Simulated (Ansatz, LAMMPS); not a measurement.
# Molecular dynamics of amorphous 52In2O3-48Li2O (mol %) (125 atoms)

Wanted: a short trajectory of amorphous 52In2O3-48Li2O (mol %) (125 atoms) with its pair distributions.

Main program and level: Ansatz 0.2.0; Kohn-Sham DFT, PBE, PAW (set soft_2), plane waves.

### 1. Starting point

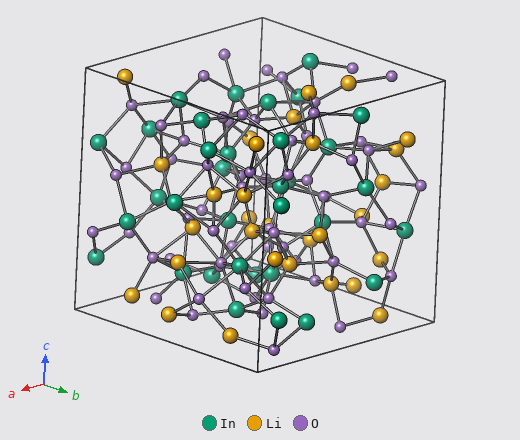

The cell as given, from a free direction (indium teal, lithium orange, oxygen purple). Some periodic images of atoms are drawn too.

The cell holds 125 atoms: 32 In, 30 Li and 63 O. Its edges and angles: a = 11.424 Å, b = 11.424 Å, c = 11.424 Å, α = 90.0°, β = 90.0°, γ = 90.0°. 125 atoms (32 Sc, 30 Li, 63 O) placed at random at 3.4 g/cm³, melted at 5000 K for 10 ps at fixed volume with the Morse and Coulomb pair potential with partial charges (Pedone, Malavasi, Menziani, Cormack and Segre, J. Phys. Chem. B 110, 11780 (2006)). Quenched from 5000 K to 300 K at 100 K/ps and fixed volume, held 10 ps at zero pressure, then minimised at fixed cell. Then Sc was replaced by In and the cell scaled by 1.023 (the potential has no terms for the new elements, so the cell is a start for a DFT relaxation).

What the set-up can't give: The quench rate of 100 K/ps far exceeds what a furnace or splat quench reaches, so expect more defects and frozen-in strain than in a real sample. The starting topology of bonds comes from the classical model. The Brillouin zone is sampled at Γ only, in a cell whose shortest periodic width is 11 Å.

### 2. Single point at the start

The forces at the start show how far the geometry lies from a minimum of this functional.

Input file input.yaml:

```yaml
crystal:
  lattice:
    - [11.42372, 0.0, 0.0]
    - [0.0, 11.42372, 0.0]
    - [0.0, 0.0, 11.42372]
  atoms:
    - { symbol: In, position: [0.6401, 0.08536, 0.41053] }
    - { symbol: In, position: [0.98115, 0.24524, 0.42305] }
    - { symbol: In, position: [0.75747, 0.84219, 0.86802] }
    - { symbol: In, position: [0.89238, 0.0014, 0.19395] }
    [... 115 atom lines left out ...]
    - { symbol: O, position: [0.92944, 0.84654, 0.29314] }
    - { symbol: O, position: [0.23572, 0.56968, 0.10823] }
    - { symbol: O, position: [0.35967, 0.36783, 0.00928] }
    - { symbol: O, position: [0.01509, 0.90816, 0.5447] }
    - { symbol: O, position: [0.75758, 0.01475, 0.5402] }
    - { symbol: O, position: [0.99276, 0.07185, 0.33748] }
kpoints:
  mp_grid: { grid: [1, 1, 1] }
hamiltonian:
  xc: pbe
scf:
  occupations: { method: fermi_dirac, width: 0.025 }
output:
  forces: true
```

Launch:

```sh
$ ansatz run input.yaml --threads 4 --pin off --max-ram 8192MiB --backend cpu --events-out ev --progress --plain --runs-dir out
```

Run time: 32 s. Hardware: 4 threads of Arm Neoverse V1, shared host; peak memory 2.4 GiB; 2 min of CPU time.

The run gave:

- free energy: -221057.5425 eV
- free energy per atom: -1768.4603 eV/atom
- SCF cycles: 10
- r.m.s. force component: 0.4094 eV/Å
- longest force: 1.344 eV/Å
- Fermi energy: 7.42 eV

The r.m.s. force component of 0.41 eV/Å sets the starting point.

Neighbours are counted within 2.77 Å (O-In), 2.52 Å (O-Li), 2.90 Å (In-In).

Length of the force by element and coordination:

```tsv
element	coordination	atoms	mean length of the force (eV/Å)	spread	least	most
In	all	32	0.563	0.284	0.102	1.32
In	5	12	0.440	0.205	0.102	0.853
In	6	18	0.622	0.305	0.113	1.32
In	7	2	0.764	0.203	0.561	0.966
Li	all	30	0.447	0.188	0.183	0.962
Li	3	4	0.475	0.0704	0.397	0.582
Li	4	24	0.454	0.202	0.183	0.962
Li	5	2	0.304	0.0761	0.228	0.381
O	all	63	0.757	0.333	0.109	1.34
O	3	3	0.372	0.238	0.203	0.708
O	4	23	0.752	0.285	0.199	1.16
O	5	26	0.735	0.354	0.109	1.34
O	6	10	0.912	0.295	0.413	1.31
O	7	1	1.07	0	1.07	1.07
```

### 3. Dynamics at 300 K

Without a thermostat the total energy must stay constant, which tests forces and time step. The time step is 1.0 fs.

Changes to input.yaml since step 2:

```diff
@@ -15 +15,8 @@
   forces: true
+md:
+  timestep: 1.0
+  n_steps: 90
+  ensemble: nve
+  temperature: 300
+  initial_velocities: maxwell_boltzmann
+  seed: 9800
```

It took 25 min on 4 threads; peak memory 2.6 GiB.

The program notes that it switched symmetry off.

The trajectory, sampled:

```tsv
time (fs)	T (K)	potential (meV/atom)	conserved (meV/atom)
0.0	300	0.0	0.00
6.0	272	3.6	0.01
12.0	251	6.3	0.01
18.0	243	7.3	0.00
24.0	245	7.1	0.00
30.0	245	7.0	0.00
36.0	245	7.0	0.01
42.0	258	5.4	0.00
48.0	267	4.2	0.00
54.0	262	4.9	0.00
60.0	254	5.9	0.01
66.0	263	4.7	0.01
72.0	282	2.3	0.00
78.0	284	2.1	0.00
84.0	269	4.0	0.00
90.0	255	5.7	0.01
```

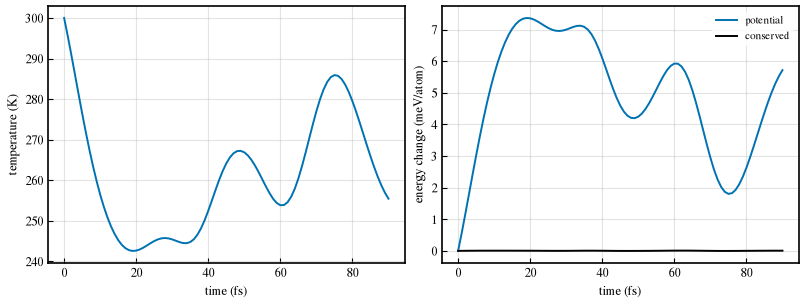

Temperature and energies against time.

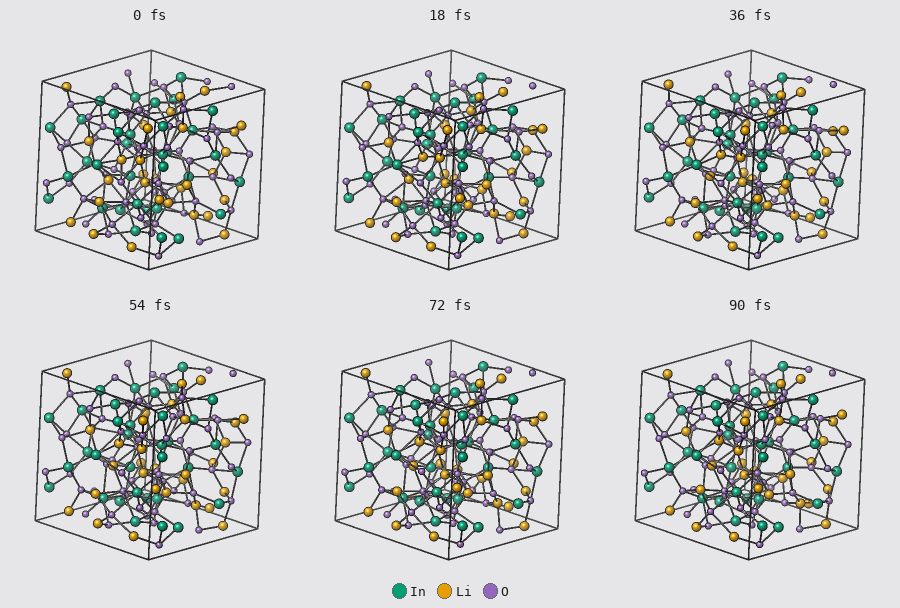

6 frames of the run. Bonds to atoms that aren't drawn are left out.

Mean square displacement from the first frame to the last: In 0.021 Å², Li 0.082 Å², O 0.033 Å².

Mean square displacement against time lag:

```tsv
time lag (fs)	In (Å²)	Li (Å²)	O (Å²)
1.0	5.0e-6	1.1e-4	4.1e-5
6.0	1.8e-4	0.00375	0.00143
10.0	5.0e-4	0.0100	0.00383
15.0	0.00111	0.0209	0.00806
21.0	0.00214	0.0360	0.0141
24.0	0.00276	0.0435	0.0172
30.0	0.00418	0.0565	0.0228
35.0	0.00552	0.0644	0.0264
39.0	0.00667	0.0687	0.0286
45.0	0.00848	0.0719	0.0305
```

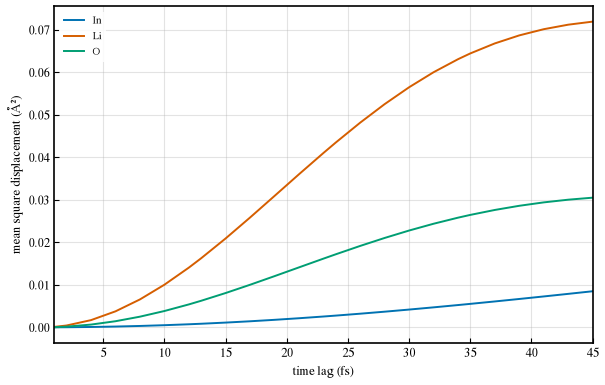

Mean square displacement against time lag.

Over the second half of 90 fs the temperature averages 268 K with swings of 10 K r.m.s. The conserved energy stays within 0.01 meV/atom. From first frame to last Li has the largest mean square displacement, 0.082 Å² at the end; the farthest move is 0.72 Å. The count of bonds goes from 298 in the first frame to 298 in the last, by one set of cutoffs: 4 pairs passed out of them and 4 came within. The run spans 0.09 ps, too short for its means to be equilibrium values.

### 4. Structure statistics late in the run

The g(r) is a mean over the second half; what follows it is taken at the last frame.

Bonds before and after, by the cutoffs listed below:

```tsv
pair	bonds before	bonds after	mean before (Å)	mean after (Å)	spread before (Å)	spread after (Å)
O-In	180	180	2.195	2.224	0.114	0.130
O-Li	118	118	2.092	2.040	0.103	0.203
```

Density 5.45 g/cm³, 11.93 Å³ an atom.

Mean of 17 frames. g(r), total and by pair (bins of 0.2 Å):

```tsv
r (Å)	total	O-O	O-In	O-Li	In-In	In-Li	Li-Li
1.70	0.12	0.00	0.00	0.51	0.00	0.00	0.00
1.90	1.07	0.00	0.03	4.38	0.00	0.00	0.00
2.10	2.36	0.00	6.25	2.98	0.00	0.00	0.41
2.30	1.29	0.00	3.73	0.84	0.00	0.00	2.21
2.50	0.40	0.02	0.57	0.36	0.00	0.33	2.16
2.70	0.60	0.68	0.23	0.24	0.00	1.58	2.00
2.90	1.12	2.13	0.02	0.56	0.05	2.83	1.60
3.10	1.34	2.99	0.15	0.58	1.25	2.11	1.04
3.30	1.30	2.44	0.30	0.74	2.60	1.64	0.90
3.50	1.01	1.22	0.53	1.03	2.10	1.11	0.71
3.70	0.84	0.72	0.53	1.09	1.27	0.99	0.86
3.90	0.96	0.73	1.00	1.02	1.92	0.67	1.12
4.10	0.88	0.45	1.21	0.84	1.74	0.61	1.01
4.30	1.02	0.77	1.30	1.17	0.85	0.78	0.90
4.50	0.92	0.62	1.27	1.24	0.59	0.35	1.02
4.70	1.02	0.52	1.47	1.49	0.28	0.59	0.93
4.90	1.06	0.62	1.60	1.25	0.34	0.95	0.86
5.10	1.01	0.85	1.39	1.04	0.45	0.88	0.84
5.30	0.99	1.16	0.98	0.76	0.88	1.14	1.17
5.50	0.98	1.27	0.65	0.82	0.89	1.27	1.30
```

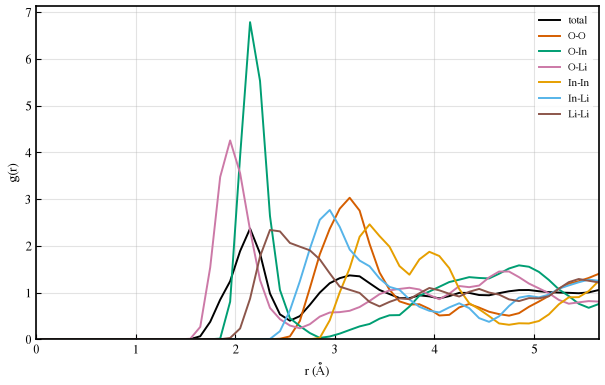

Pair distribution functions, lightly smoothed.

Bonds by pair of elements; cutoffs follow the first minimum of g(r), held within bounds set by covalent radii, and pairs that aren't listed don't count as bonded:

```tsv
pair A-B	cutoff (Å)	bonds	mean length (Å)	spread (Å)	shortest (Å)	B about A	A about B
O-In	2.77	180	2.22	0.13	2.05	2.86	5.62
O-Li	2.58	118	2.04	0.203	1.71	1.87	3.93
```

How many atoms have how many bonded neighbours:

```tsv
element	mean	3	4	5	6	7
In	5.62	0	0	12	20	0
Li	3.93	4	24	2	0	0
O	4.73	3	22	29	7	2
```

Bond angles, per cent of each kind in bins of 5°:

```tsv
angle (°)	O-In-O	In-O-Li	In-O-In	O-Li-O	Li-O-Li
55–60	0.0	0.0	0.0	0.0	0.9
60–65	0.2	0.0	0.0	0.0	3.7
65–70	0.5	1.4	0.0	0.0	8.3
70–75	3.8	3.5	1.1	0.6	13.9
75–80	10.2	8.1	0.0	1.7	9.3
80–85	15.0	13.1	2.7	2.3	3.7
85–90	13.8	11.0	9.6	7.4	7.4
90–95	8.8	17.0	13.9	14.8	7.4
95–100	8.8	5.0	12.3	12.5	4.6
100–105	5.7	5.7	9.1	11.4	2.8
105–110	3.6	6.7	5.3	13.1	0.9
110–115	3.3	2.8	4.3	4.5	5.6
115–120	2.4	4.2	5.3	7.4	3.7
120–125	3.1	3.2	7.0	4.0	2.8
125–130	1.9	2.8	7.5	7.4	2.8
130–135	1.0	2.8	5.3	4.0	1.8
135–140	1.0	1.8	5.9	2.3	1.8
140–145	0.7	2.1	3.7	1.1	3.7
145–150	1.0	0.4	2.7	2.3	5.6
150–155	2.4	2.1	1.1	1.7	0.0
155–160	4.3	0.7	2.1	0.6	0.9
160–165	3.1	1.8	0.0	0.6	4.6
165–170	2.6	0.4	0.5	0.6	0.9
170–175	2.1	2.1	0.0	0.0	2.8
175–180	0.7	1.4	0.5	0.0	0.0
```

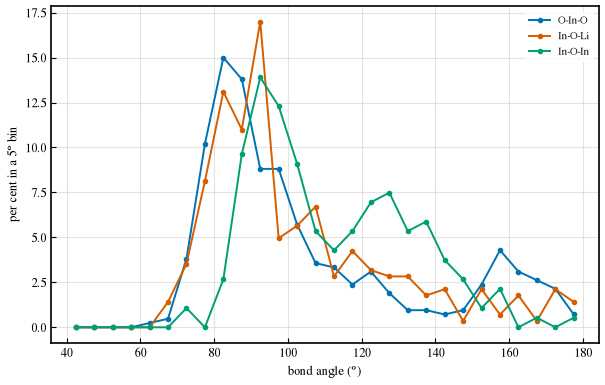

Distributions of the most common bond angles.

Bond angles (no mean is given where the spread exceeds 20°):

```tsv
angle	count	mean (°)	spread (°)
O-In-O	420	-	-
In-O-Li	283	-	-
In-O-In	187	-	-
O-Li-O	176	108	18.4
Li-O-Li	108	-	-
```

Bond length by coordination (bonds to H left out):

```tsv
element	coordination	atoms	mean bond length (Å)
In	5	12	2.17
In	6	20	2.25
Li	3	4	1.90
Li	4	24	2.04
Li	5	2	2.22
O	3	3	2.12
O	4	22	2.14
O	5	29	2.15
O	6	7	2.18
O	7	2	2.20
```

For some of the pairs, g(r) has its first main peak near 3.1 Å (O-O), 2.2 Å (O-In), 2.0 Å (O-Li), 3.3 Å (In-In) and 2.9 Å (In-Li). Counting bonds as in the table, 62 % of In atoms have 6, 80 % of Li atoms have 4 and 46 % of O atoms have 5 bonded neighbours.

### 5. Single point at the last frame

The last frame is solved again with fuller output, to read the electronic structure of a thermally displaced geometry.

Input file input.yaml:

```yaml
crystal:
  lattice:
    - [11.42372, 0.0, 0.0]
    - [0.0, 11.42372, 0.0]
    - [0.0, 0.0, 11.42372]
  atoms:
    - { symbol: In, position: [0.64191, 0.0946, 0.40975] }
    - { symbol: In, position: [0.97233, 0.24681, 0.41529] }
    - { symbol: In, position: [0.75259, 0.83686, 0.87014] }
    - { symbol: In, position: [0.89212, 0.00649, 0.20704] }
    [... 115 atom lines left out ...]
    - { symbol: O, position: [0.92881, 0.84411, 0.29092] }
    - { symbol: O, position: [0.22976, 0.57027, 0.10955] }
    - { symbol: O, position: [0.36239, 0.37862, 0.00767] }
    - { symbol: O, position: [0.02419, 0.90266, 0.54349] }
    - { symbol: O, position: [0.7735, 0.00853, 0.53165] }
    - { symbol: O, position: [0.00717, 0.06726, 0.33821] }
kpoints:
  mp_grid: { grid: [1, 1, 1] }
hamiltonian:
  xc: pbe
scf:
  occupations: { method: fermi_dirac, width: 0.025 }
output:
  forces: true
  stress: true
  populations: true
  dos:
    method: { smearing: { sigma: 0.15 } }
    de: 0.1
    projected: { site_lists: { In: [In], Li: [Li], O: [O] } }
  eigenvalues: true
  write_density: true
  write_potential: true
  volumetric_format: npy
  elf: true
```

Wall time 54 s (4 threads); peak memory 2.4 GiB; 3.5 min of CPU time.

Numbers from this run:

```yaml
free_energy: -221056.8290 eV
free_energy_per_atom: -1768.4546 eV/atom
scf_cycles: 10
pressure: 1.249 GPa
r_m_s_force_component: 0.4647 eV/Å
longest_force: 2.118 eV/Å
fermi_energy: 7.404 eV
spacing_of_highest_filled_and_lowest_empty_level: 0.9747 eV
spilling_of_the_projection: 0.004726
```

Neighbours are counted within 2.77 Å (O-In), 2.58 Å (O-Li), the cutoffs taken from the dynamics.

Length of the force by element and coordination:

```tsv
element	coordination	atoms	mean length of the force (eV/Å)	spread	least	most
In	all	32	0.844	0.412	0.142	2.12
In	5	12	0.794	0.315	0.347	1.33
In	6	20	0.875	0.458	0.142	2.12
Li	all	30	0.642	0.311	0.192	1.43
Li	3	4	0.766	0.291	0.273	1.00
Li	4	24	0.631	0.315	0.192	1.43
Li	5	2	0.526	0.207	0.319	0.734
O	all	63	0.709	0.303	0.180	1.87
O	3	3	0.688	0.215	0.409	0.932
O	4	22	0.770	0.358	0.19	1.87
O	5	29	0.680	0.256	0.229	1.26
O	6	7	0.746	0.266	0.396	1.20
O	7	2	0.364	0.184	0.180	0.547
```

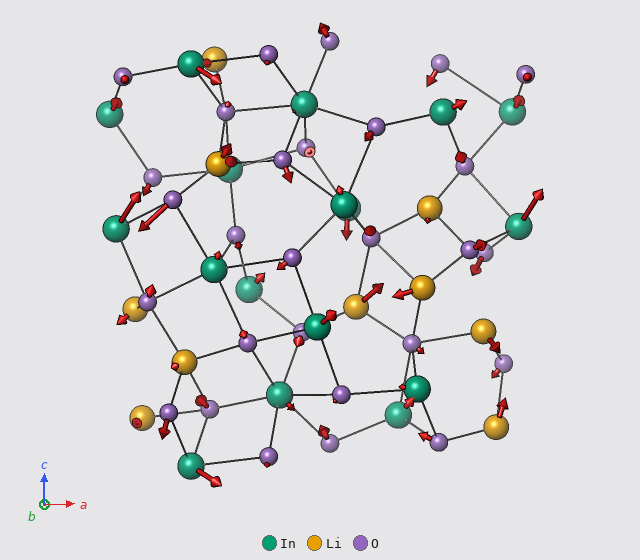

Forces as arrows; the longest in the cell is 2.12 eV/Å. Drawn is a slice 4 Å thick, seen along the normal of the ac plane.

Löwdin charges by element and coordination (they lack the spilled electrons, 0.033 e an atom on average):

```tsv
element	coordination	atoms	mean charge (e)	spread	least	most
In	all	32	1.06	0.0453	0.955	1.16
In	5	12	1.08	0.0438	1.01	1.16
In	6	20	1.05	0.0426	0.955	1.13
Li	all	30	0.792	0.0146	0.761	0.821
Li	3	4	0.799	0.007	0.788	0.806
Li	4	24	0.790	0.0144	0.761	0.821
Li	5	2	0.799	0.0203	0.779	0.820
O	all	63	-0.851	0.0852	-1.09	-0.715
O	3	3	-0.779	0.0353	-0.829	-0.753
O	4	22	-0.800	0.0634	-0.920	-0.715
O	5	29	-0.864	0.0696	-1.07	-0.738
O	6	7	-0.922	0.0337	-0.966	-0.871
O	7	2	-1.08	0.0131	-1.09	-1.07
```

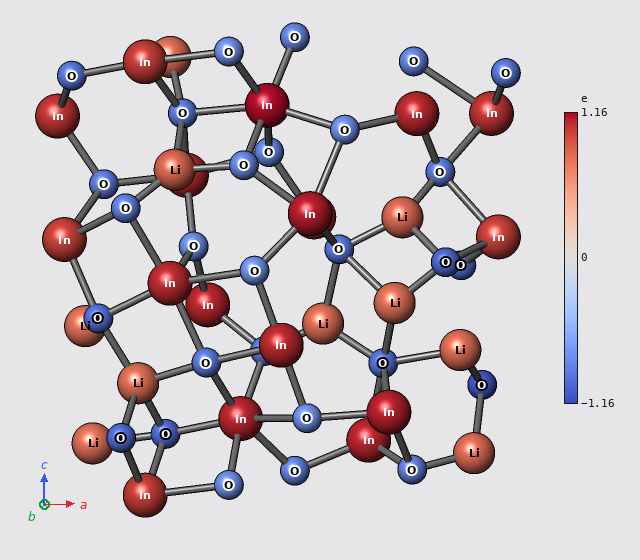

Atoms coloured by Löwdin charge. Drawn is a slice 4 Å thick, seen along the normal of the ac plane.

States in the cell by windows of 1 eV, zero at the Fermi level; the larger projections on atomic orbitals stand beside the total:

```tsv
from (eV)	to (eV)	total	O p	In p	In s	O s	In d
-18	-17	74.5	0.2	7.4	2.3	56.0	6.6
-17	-16	37.5	0.1	3.4	0.5	29.4	3.2
-16	-15	4.4	0.0	0.2	0.0	3.7	0.2
-15	-14	0.1	0.0	0.0	0.0	0.0	0.1
-14	-13	187.0	3.2	0.5	0.2	1.2	181.8
-13	-12	130.9	1.6	1.0	0.3	7.5	120.4
-12	-11	1.9	0.0	0.0	0.0	0.3	1.6
-11	-7	0.0	0.0	0.0	0.0	0.0	0.0
-7	-6	7.4	4.4	0.3	2.4	0.1	0.1
-6	-5	36.5	22.2	1.9	10.3	1.3	0.5
-5	-4	33.4	22.7	4.2	4.3	1.2	0.4
-4	-3	60.8	47.4	8.8	1.2	1.1	0.8
-3	-2	84.0	72.3	6.1	0.7	1.0	1.1
-2	-1	115.7	108.1	2.4	0.4	0.5	1.6
-1	0	40.2	38.3	0.4	0.1	0.1	0.5
0	1	2.0	0.4	0.0	0.6	0.5	0.0
1	2	0.0	0.0	0.0	0.0	0.0	0.0
2	3	11.7	4.1	1.5	3.5	1.6	0.0
3	4	20.5	6.6	3.4	7.4	1.9	0.0
4	5	25.0	7.2	4.4	10.1	1.6	0.0
```

Between -26 and -18 eV lie 10 more states.

The stored curve holds about 824 of the 884 electrons; the rest, give or take the few that broadening carries across the Fermi level, lie in deeper levels below its range.

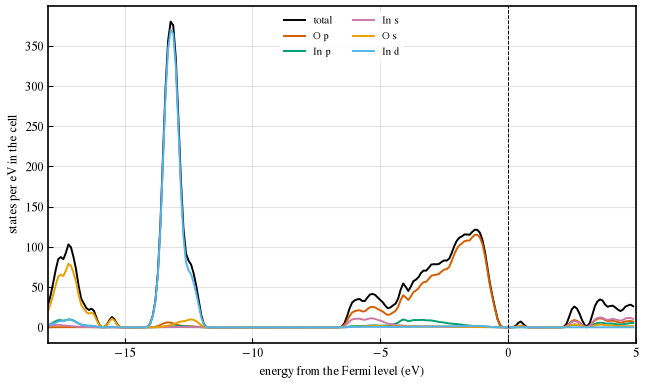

Total and projected density of states, with the broadening of the input.

The levels nearest the highest filled one (over half full), pooled over k-points and spins:

```tsv
level less the highest filled one (eV)	occupation
-0.246	2
-0.239	2
-0.144	2
-0.127	2
-0.0732	2
0	2
0.975	0
2.92	0
3.01	0
3.07	0
3.15	0
3.21	0
```

Mean Löwdin charges: In +1.06, Li +0.79, O -0.85 e (they miss 0.47 % of the electrons, so they add up to more than the cell's charge).

### 6. What came out

* mean temperature, second half: 267.7 K
* temperature swing, second half: 10.12 K
* slope of the conserved energy against time, by least squares: -0.0199 meV/atom/ps
* free energy per atom: -1768.4546 eV/atom
* pressure: 1.249 GPa
* r.m.s. force component: 0.4647 eV/Å
* gap (highest filled to lowest empty level): 0.9747 eV
* wall time of the 3 DFT runs: 26 min

Over the second half of 90 fs the temperature averages 268 K with swings of 10 K r.m.s. The conserved energy stays within 0.01 meV/atom. The count of bonds goes from 298 in the first frame to 298 in the last, by one set of cutoffs: 4 pairs passed out of them and 4 came within. The run spans 0.09 ps, too short for its means to be equilibrium values. Counting bonds as in the table, 62 % of In atoms have 6, 80 % of Li atoms have 4 and 46 % of O atoms have 5 bonded neighbours. Between filled and empty levels lie 0.975 eV (at Γ alone); a semilocal functional tends to put such gaps too low. In a disordered cell it changes from sample to sample, and tail or defect levels can set it.

**Limits.** The starting topology of bonds comes from the classical model; in DFT 4 of its 298 bonded pairs passed out of the cutoffs and 4 came within them. The pressure of a single frame lacks the kinetic term, about 0.31 GPa here.

[Logs are printed without paths, hosts, clocks, repeated set-up lines and the standing remarks that a program may print on its own settings, such as how far it seeks lower states.]

[Hosts, paths, dates, database ids (printed as entryN), source tags and the programs' standing remarks are cut or masked in the printed files.]
